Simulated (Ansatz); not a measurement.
# CH3F3Sn: one species, many methods

How much do the methods differ for CH3F3Sn? The plan is to run it at one geometry with functionals of several rungs and with coupled cluster. The yardstick is the atomisation energy at the CCSD(T) limit.

Method: functionals in def2-TZVPP, the program's frozen cores in correlated methods; program: Ansatz 0.2.0, Gaussian basis.

Levels to be run: LDA (SPW92), PBE-D4, revPBE-D4, BLYP-D4, r2SCAN-D4, B97M-V, PBE0-D4, B3LYP-D4, r2SCANh-D4, r2SCAN0-D4, HSE06-D4, BHLYP-D4, CAM-B3LYP-D4, LC-ωPBE, ωB97X-V, ωB97M-V, B2PLYP, PBE-QIDH; CCSD(T)/def2-SVP; CCSD(T)/def2-TZVPP; MP2/def2-QZVPP; extrapolation to the limit; RPA on PBE.

### 1 The geometry

All runs share one geometry, relaxed beforehand with PBE0-D4 in a triple-zeta def2 set. Sn takes the def2 core potential; no spin-orbit term is included.

SMILES `F[C](F)(F)[SnH3]`, 8 atoms, charge 0, spin multiplicity 1.

Atoms are counted from 1 here; the program's logs count them from 0.

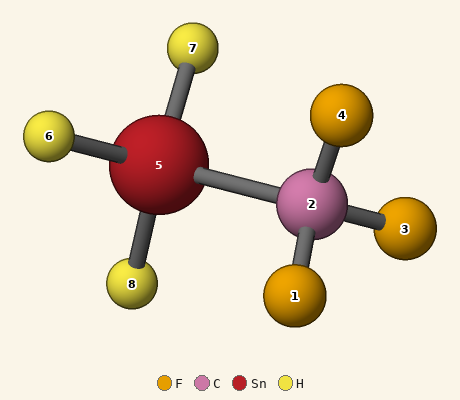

The structure; fluorine amber, carbon pink, tin red, hydrogen yellow; atoms are numbered from 1 in the order of the file.

### 2 LDA

This LDA is Slater exchange with PW92 correlation.

Input file in.yaml:

```yaml
crystal:
  periodic: [false, false, false]
  atoms:
    - {symbol: F, position_ang: [0.798966, -1.026055, 1.564398]}
    - {symbol: C, position_ang: [0.805526, -0.719998, 0.254938]}
    - {symbol: F, position_ang: [0.684396, -1.879965, -0.414536]}
    - {symbol: F, position_ang: [2.029565, -0.237839, -0.023988]}
    - {symbol: Sn, position_ang: [-0.787861, 0.710299, -0.270523]}
    - {symbol: H, position_ang: [-0.512642, 2.116334, 0.643121]}
    - {symbol: H, position_ang: [-0.659276, 1.004935, -1.939095]}
    - {symbol: H, position_ang: [-2.266574, -0.024910, 0.129886]}
basis:
  gaussian: {orbitals: def2-TZVPP}
hamiltonian: {xc: lda}
output: {orbitals: {seedname: orbitals}}
```

Run with:

```
$ ansatz run in.yaml --threads 4 --pin off --events-out ev --progress --plain --max-ram 10444MiB
```

Further steps of the session: PBE-D4 (GGA); revPBE-D4 (GGA); BLYP-D4 (GGA); r2SCAN-D4 (meta-GGA); B97M-V (meta-GGA); B3LYP-D4 (hybrid); r2SCANh-D4 (hybrid); r2SCAN0-D4 (hybrid); HSE06-D4 (hybrid); BHLYP-D4 (hybrid); CAM-B3LYP-D4 (range-separated); LC-ωPBE (range-separated); ωB97X-V (range-separated); ωB97M-V (range-separated); B2PLYP (double hybrid); PBE-QIDH (double hybrid); CCSD(T) in def2-SVP; CCSD(T) in def2-TZVPP; MP2 in def2-QZVPP; RPA on PBE orbitals.

**Question.** What will the summary of the whole plan be? Wanted: atomisation energy, CCSD(T)/CBS; farthest beyond LDA; mean size of error, GGA; mean size of error, meta-GGA; mean size of error, hybrid; mean size of error, range-separated; mean size of error, double hybrid; gap, smallest and largest; T1 diagnostic.

**Answer**, as computed:

```
                               quantity                                                                                   value
        atomisation energy, CCSD(T)/CBS                                                                           2501.0 kJ/mol
 functionals within 25.0 kJ/mol (1.0 %)  BLYP-D4, r2SCAN-D4, B97M-V, PBE0-D4, HSE06-D4, CAM-B3LYP-D4, LC-ωPBE, ωB97X-V, ωB97M-V
                    farthest beyond LDA                                                                BHLYP-D4 (-152.7 kJ/mol)
                mean size of error, GGA                                                                             35.6 kJ/mol
           mean size of error, meta-GGA                                                                             10.2 kJ/mol
             mean size of error, hybrid                                                                             56.2 kJ/mol
    mean size of error, range-separated                                                                              7.3 kJ/mol
      mean size of error, double hybrid                                                                             52.2 kJ/mol
              gap, smallest and largest                                                   6.37 eV (BLYP-D4), 13.11 eV (LC-ωPBE)
                          T1 diagnostic                                                                                  0.0135
triples share of the correlation energy                                                                                   3.0 %
```

What this shows: The LDA atomisation energy is off by 513.6 kJ/mol (21 %): it overbinds. PBE-D4 is off by +70.1 kJ/mol. Double hybrids carry the basis error of their MP2 part in triple zeta, and no dispersion term here, so their miss is partly the set-up's. The rungs range-separated, meta-GGA miss on average by less than the doubt on the reference (25.0 kJ/mol), so they tie. The reference freezes the cores and leaves out spin-orbit coupling and excitations past (T), and its outer-core shells are covered unevenly, so misses under about 25.0 kJ/mol can't be ranked. All levels share the lack of spin-orbit coupling, which lowers the free heavy atoms and so the true binding. Hartree-Fock recovers 66 % of the binding; the rest is correlation. CCSD(T) in def2-SVP is off by -165.9 kJ/mol, worse than the median functional, from the basis alone. Orbital gaps span 6.4 to 13.1 eV; exact exchange widens them. Correlated methods include outer-core shells of Sn, which these sets cover unevenly.
